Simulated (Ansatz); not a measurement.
AlSiH4Cl2F: several calculations on one system

Part 1: Relaxation

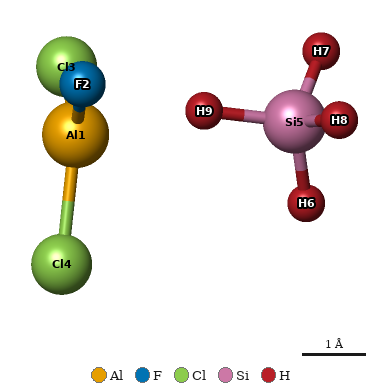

Starting structure of AlSiH$_{4}$Cl$_{2}$F. The picture is a ball-and-stick view, seen at a tilt.

The run prepares an end point of a later path (reaction) calculation, from a guessed geometry.

These are results of RKS PBE0-D4/6-31G* (Ansatz), not measurements.

The input:
```yaml
crystal:
  periodic: [false, false, false]
  atoms:
    - { symbol: Al, position_ang: [-0.01335, 0.402877, -0.023463] }
    - { symbol: F, position_ang: [-0.001964, 0.692535, 1.618463] }
    - { symbol: Cl, position_ang: [1.774637, 0.361334, -1.084058] }
    - { symbol: Cl, position_ang: [-1.820299, 0.311259, -1.049391] }
    - { symbol: Si, position_ang: [0.124317, -2.883005, 1.21284] }
    - { symbol: H, position_ang: [-0.682441, -3.383132, 0.071499] }
    - { symbol: H, position_ang: [1.541899, -3.297722, 1.072587] }
    - { symbol: H, position_ang: [-0.450309, -3.318877, 2.5098] }
    - { symbol: H, position_ang: [0.07931, -1.40197, 1.201923] }
basis:
  gaussian: { orbitals: "6-31G*" }
hamiltonian:
  xc: pbe0
  dispersion: d4
relax:
  f_tol: 0.03
  max_steps: 50
```

Command:
```bash
ansatz run input.yaml --threads 2 --pin off --max-ram 3072MiB --backend cpu --events-out ev --progress --plain --runs-dir out
```

Q: Where does the relaxation end?

A: After 13 accepted moves (14 points after the start) the energy has fallen by 23.7 kJ/mol. Largest force component: 0.81 eV/Å at the start, 0.014 eV/Å at the end. The line search rejected the trial step at point 4 of the run. Cl3 moves most after the best rigid fit: 0.69 Å. By element the largest moves are Cl 0.69 Å, H 0.66 Å, F 0.64 Å, Al 0.29 Å, Si 0.16 Å. Near-neighbour distances that change, for instance: Al1–Si5 3.513 → 3.135 Å, Al1–H9 2.183 → 1.923 Å, Si5–H9 1.482 → 1.520 Å, Al1–F2 1.667 → 1.648 Å. Among the angles between lasting bonds that change: H8–Si5–H9 106.8° → 103.5°, H6–Si5–H7 110.6° → 113.3°, H7–Si5–H9 107.9° → 105.5°.

History of the run:

```csv
step,"E − E(0), kJ/mol","largest force component, eV/Å",note
0,0.00,0.8054,
1,-8.18,1.0635,
2,-10.84,1.0440,
3,-16.79,0.6840,
4,-14.40,1.5564,rejected
5,-18.53,0.0789,
6,-19.50,0.0846,
7,-20.67,0.1373,
8,-21.13,0.2726,
9,-22.29,0.1404,
10,-22.89,0.1458,
11,-23.16,0.2230,
12,-23.56,0.0698,
13,-23.65,0.0168,
14,-23.68,0.0140,
```

Final geometry:

```xyz
9

Al   -0.0246    0.2033    0.1814
F     0.2411    1.2536    1.4233
Cl    1.5894   -0.3017   -1.0576
Cl   -1.9706   -0.0063   -0.5594
Si    0.1541   -2.7936    1.0852
H    -0.2652   -3.0370   -0.3101
H     1.5803   -3.0983    1.3289
H    -0.7534   -3.4283    2.0698
H     0.0007   -1.3085    1.3687
```

The end point in the same view:

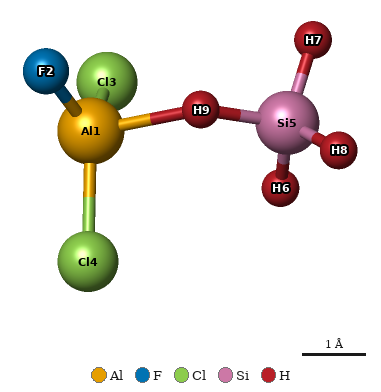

Part 2: Relaxation

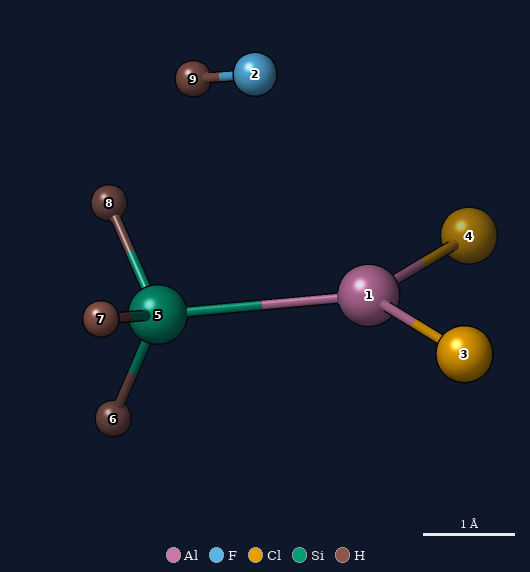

Starting structure of AlSiH₄Cl₂F. Style: ball-and-stick. Shown face on.

The run prepares an end point of a later path (reaction) calculation, from a guessed geometry.

Level of theory: RKS PBE0-D4/6-31G* (Ansatz).

Input
```yaml
crystal:
  periodic: [false, false, false]
  atoms:
    - { symbol: Al, position_ang: [0.029741, -0.550012, -0.515826] }
    - { symbol: F, position_ang: [0.394422, -0.085133, 2.301789] }
    - { symbol: Cl, position_ang: [1.734812, 0.286945, -1.397207] }
    - { symbol: Cl, position_ang: [-1.812586, 0.397348, -0.859012] }
    - { symbol: Si, position_ang: [0.093897, -2.603457, 0.621558] }
    - { symbol: H, position_ang: [-0.393895, -3.785613, -0.146316] }
    - { symbol: H, position_ang: [1.464631, -2.88353, 1.139915] }
    - { symbol: H, position_ang: [-0.801902, -2.502452, 1.826364] }
    - { symbol: H, position_ang: [-0.157319, -0.790797, 2.558935] }
basis:
  gaussian: { orbitals: "6-31G*" }
hamiltonian:
  xc: pbe0
  dispersion: d4
relax:
  f_tol: 0.03
  max_steps: 50
```

Run as
```bash
ansatz run input.yaml --threads 2 --pin off --max-ram 3072MiB --backend cpu --events-out ev --progress --plain --runs-dir out
```

> Where does the relaxation end?

The largest move after the best rigid fit is that of H9, 1.83 Å. By element the largest moves are H 1.83 Å, Cl 0.80 Å, Al 0.65 Å, F 0.61 Å, Si 0.42 Å. Near-neighbour distances that change, for instance: Al1–F2 2.879 → 2.015 Å, Al1–H9 3.090 → 2.324 Å, Al1–Si5 2.348 → 2.427 Å, Al1–Cl4 2.100 → 2.170 Å. New bonds form, among them: Al1–F2 (2.88 → 2.02 Å). Bond angles that change, for instance: Al1–Si5–H6 115.8° → 110.3°, Cl3–Al1–Cl4 117.7° → 113.5°, Al1–Si5–H8 108.2° → 110.8°. Over 17 geometry steps the energy falls by 0.566 eV. Largest force component: 0.85 eV/Å at the start, 0.022 eV/Å at the end. Cost: 67 s on 2 threads of Arm Neoverse V1, on a shared host, peak memory 0.23 GiB.

The structure at the end:

```xyz
9

Al    0.1689   -0.6511    0.1144
F     0.3283    0.3390    1.8627
Cl    1.7081    0.2562   -1.0070
Cl   -1.7417    0.3614   -0.0620
Si    0.1539   -3.0232    0.6283
H    -0.3588   -3.8020   -0.5358
H     1.5199   -3.5226    0.9576
H    -0.7341   -3.3064    1.7946
H    -0.4927    0.8320    1.7773
```

The end point in the same view:

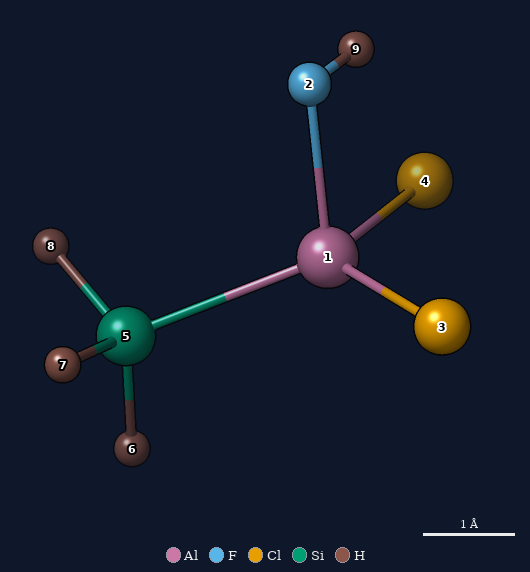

Part 3: Path

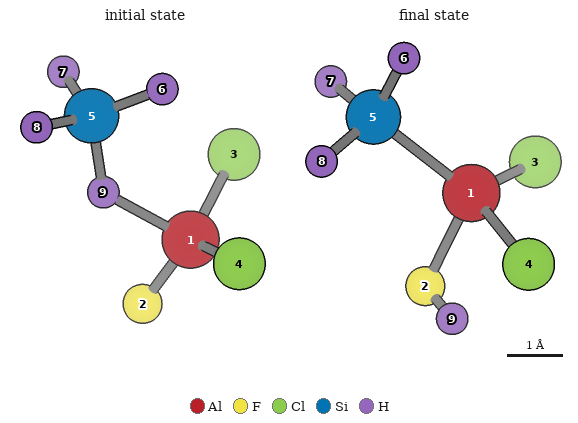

The two relaxed end points of a path for AlSiH$_{4}$Cl$_{2}$F. Style: ball-and-stick. Shown from a free direction.

The calculation used Ansatz, RKS PBE0-D4/6-31G*.

Settings: 9 movable images; climbing image; force threshold 0.05 eV/Å; iteration limit 51.

Start:
```xyz
9

Al   -0.0421    0.2008    0.1758
F     0.2194    1.2583    1.4124
Cl    1.5707   -0.2934   -1.0691
Cl   -1.9895   -0.0305   -0.5548
Si    0.1699   -2.7908    1.0901
H    -0.2537   -3.0436   -0.3023
H     1.6002   -3.0808    1.3280
H    -0.7267   -3.4304    2.0815
H     0.0035   -1.3062    1.3687
```

End:
```xyz
9

Al    0.1314   -0.7081    0.0333
F     0.1802    0.4859    1.6563
Cl    1.6337    0.1686   -1.1602
Cl   -1.8379    0.1418   -0.2927
Si    0.2630   -3.0003    0.8207
H    -0.1670   -3.9420   -0.2530
H     1.6508   -3.3620    1.2292
H    -0.6328   -3.2080    1.9968
H    -0.6696    0.9074    1.4999
```

What barrier does the band find between them, and by what path?

The energy climbs by 1.80 eV to image 4 and then falls by 0.52 eV, so the end point sits at +1.29 eV. Breaking: Si5–H9 (1.52 → 2.02 at the top → 4.07 Å). Forming: Al1–Si5 (3.14 → 2.57 at the top → 2.43 Å), F2–H9 (2.57 → 1.11 at the top → 0.96 Å). The band is converged. At the top, the vibrational analysis gives one imaginary mode (751i cm⁻¹), as a transition state must have.

Energies of the converged images:

```json
{"image": "0", "path (Å)": "0.00", "E (eV)": "0.000"}
{"image": "1", "path (Å)": "0.45", "E (eV)": "0.022"}
{"image": "2", "path (Å)": "0.91", "E (eV)": "0.223"}
{"image": "3", "path (Å)": "1.36", "E (eV)": "1.031"}
{"image": "4", "path (Å)": "1.82", "E (eV)": "1.804"}
{"image": "5", "path (Å)": "2.31", "E (eV)": "1.614"}
{"image": "6", "path (Å)": "2.81", "E (eV)": "1.464"}
{"image": "7", "path (Å)": "3.31", "E (eV)": "1.440"}
{"image": "8", "path (Å)": "3.81", "E (eV)": "1.398"}
{"image": "9", "path (Å)": "4.31", "E (eV)": "1.321"}
{"image": "10", "path (Å)": "4.81", "E (eV)": "1.286"}
```

The geometry at the top of the path:

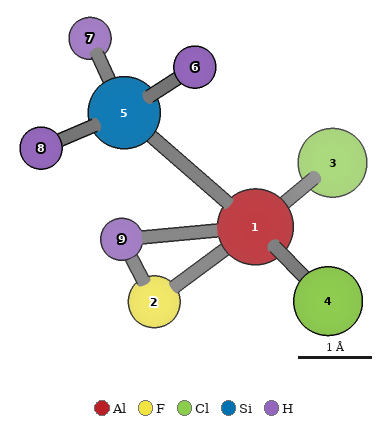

The run took 8.3 min on 2 threads of Arm Neoverse V1, with other jobs on the host, peak memory 0.23 GiB.
